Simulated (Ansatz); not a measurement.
**HF···C3H3F3: density, localisation and related maps**

```
atom    x (Å)    y (Å)    z (Å)
   F  -2.0009  -1.1089  -0.9716
   C   0.9711  -0.0006   0.1421
   C   0.0247   1.1481   0.0394
   F  -0.5373   1.1992  -1.2033
   F   0.6438   2.3132   0.2115
   F  -0.9821   1.0791   0.9023
   H   1.9552   0.1786  -0.3012
   C   0.6238  -1.1632   0.6865
   H   1.3300  -1.9958   0.7226
   H  -0.3771  -1.3224   1.0952
   H  -1.6513  -0.3273  -1.3235
```

All numbers below come from Ansatz, RKS PBE0-D4/def2-SVP.

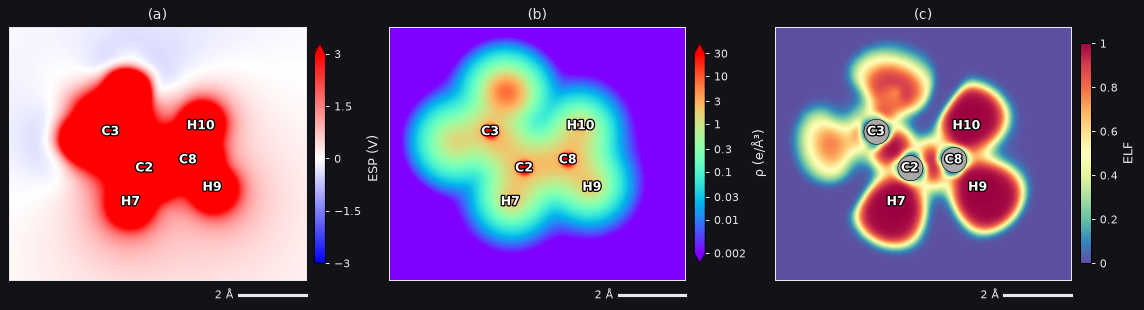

Figure 1. (a) electrostatic potential; (b) electron density; (c) electron localisation function on the plane of atoms H7, C2 and C8. Grey discs cover the atomic cores in the ELF map.

What do the fields say about this system?

- Atoms in the plane: C and H.
- C–C (1.33 Å): ρ at the midpoint is about 2.3 e/Å³; the ELF peaks at about 0.90 between the atoms: a short, multiple covalent bond.
- C–C (1.49 Å): ρ at the midpoint is about 1.9 e/Å³; the ELF peaks at about 1 between the atoms (a covalent bond).
- C–H (1.09 Å): ρ is about 2 e/Å³ halfway; the ELF climbs to about 1 towards the hydrogen, as it does in any bond to H; an ordinary covalent bond to hydrogen.
- The ELF also peaks beside F6, away from the bonds: lone-pair regions.
- Outside the dense part of the complex the potential is most negative (−0.4 V) near F6, which lies off the plane.

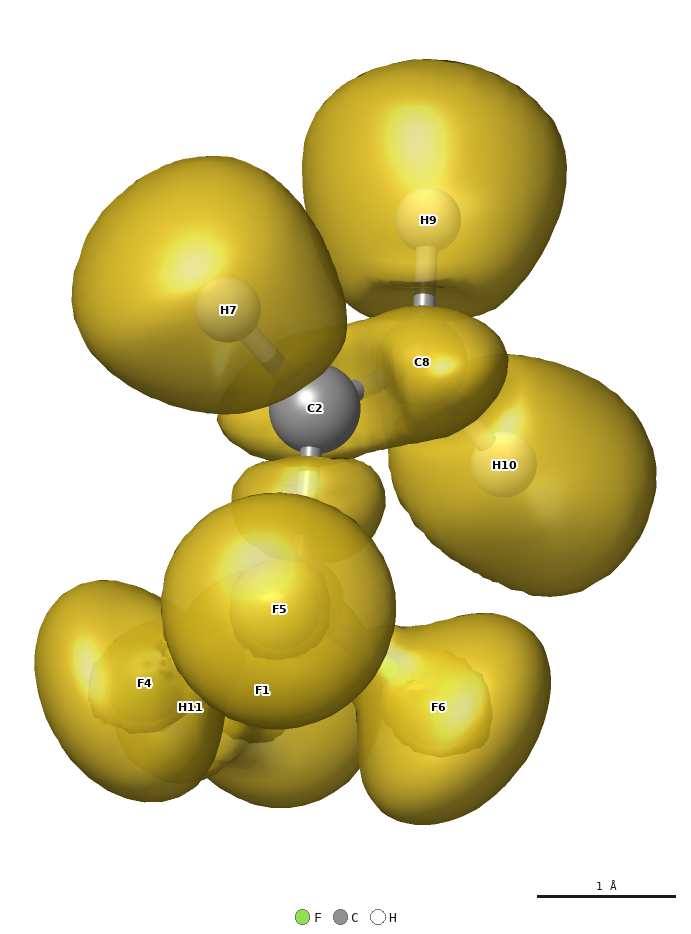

Figure 2. Isosurface of the ELF at 0.75 (yellow), seen at an oblique angle. Core shells and regions of very low density are left out.

Identify the bonds, lone pairs and shells in this picture.

At this value the surface marks out two regions between bonded C–C atoms (shared pairs), three regions around hydrogen nuclei, three regions on F in which the atom's valence shell and bonds are merged and one joined region spread over several atoms (F, H), in which their bonds and any lone pairs are merged. Profiles from the grid: F4···H11 (1.89 Å): the ELF dips to about 0.05 between them; by its geometry a hydrogen bond between the two molecules, with no shared pair. C–F (1.33 Å): the ELF peaks at about 0.85 between the atoms; a polar covalent bond.

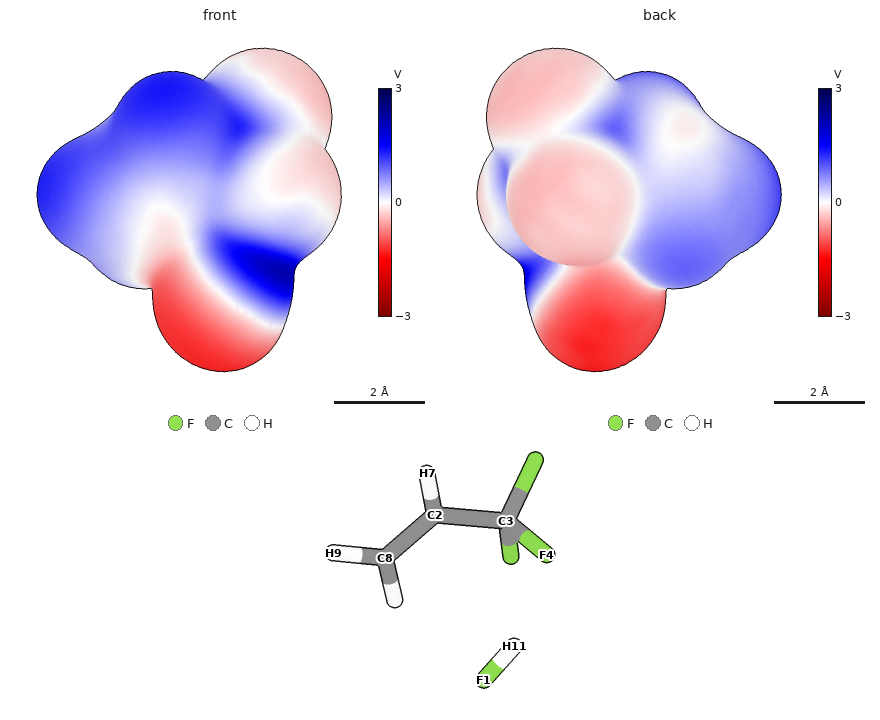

Figure 3. The electrostatic potential painted on the density surface at 0.002 e/bohr³, seen from the front and from behind; the colour scale runs from red (negative) to blue (positive). The bare structure is drawn below in the same view.

Where is the surface potential most negative and most positive?

The most negative region (about −1.3 V, or −30 kcal/mol for a unit charge) lies over F1, the most positive (about +2.0 V, or +46 kcal/mol for a unit charge) over H11.

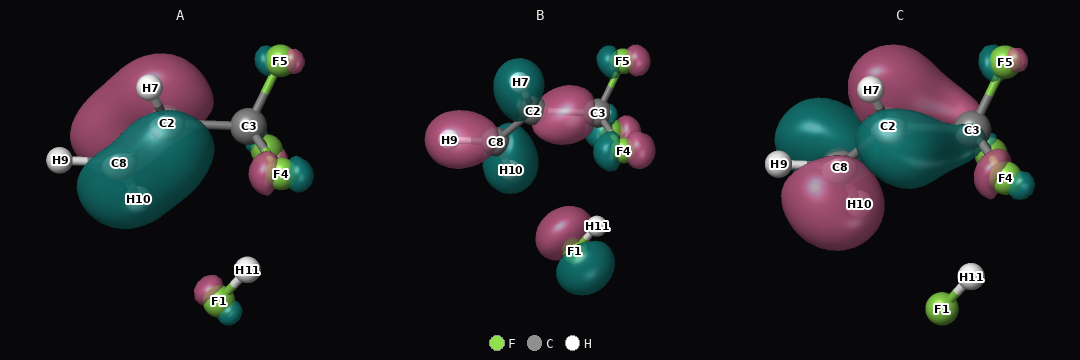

Figure 4. Three frontier orbitals at ±0.15 Å⁻³ᐟ² (teal and pink are the two phases), in no order.

Order the three orbitals by energy and name them.

B is the HOMO−1 (−10.62 eV). It lies mainly on F1 (about 35 %), C8 (about 15 %), C2 (about 10 %), C3 (about 5 %), H9 (about 5 %) and H10 (about 5 %). A is the HOMO (−8.76 eV). It lies mainly on C2 (about 40 %) and C8 (about 40 %); π-bonding across C2–C8. C is the LUMO (−0.84 eV). Its weight (Hirshfeld) is mainly on C8 (about 40 %), C2 (about 30 %) and C3 (about 10 %); π-antibonding (π*) across C8–C2.

What is the HOMO–LUMO gap?

7.92 eV between the orbital energies.
